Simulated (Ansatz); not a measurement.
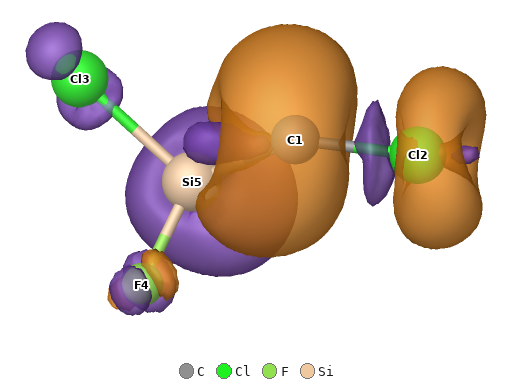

Figure. CCl2FSi (SMILES F[Si](Cl)[C]Cl) (doublet). Isosurfaces of the spin density at +0.02 (orange) and −0.02 e/Å³ (purple), seen at a tilt.

Geometry: B3LYP/6-31G*; ⟨S²⟩ = 1.08, above the pure value of 0.75.

These are results of isolated molecule in a Gaussian basis; Kohn-Sham density functional theory, functional PBE0 (Ansatz 0.2.0), not measurements.

```yaml
atoms:
  - { symbol: C, position_ang: [0.2456, 0.4830, -0.4981] }
  - { symbol: Cl, position_ang: [0.5222, 1.6192, -1.6912] }
  - { symbol: Cl, position_ang: [-0.8699, -0.9441, 2.1397] }
  - { symbol: F, position_ang: [-1.3410, -1.9372, -0.6066] }
  - { symbol: Si, position_ang: [-1.0598, -0.5323, 0.1296] }
```

**Which atoms carry the spin?**

The unpaired spin (1 electron) lies mostly on C1 (about 1.0) and Cl2 (about 0.3), in electrons by Hirshfeld's partition, with opposite, polarisation-induced spin on Si5 and Cl3.
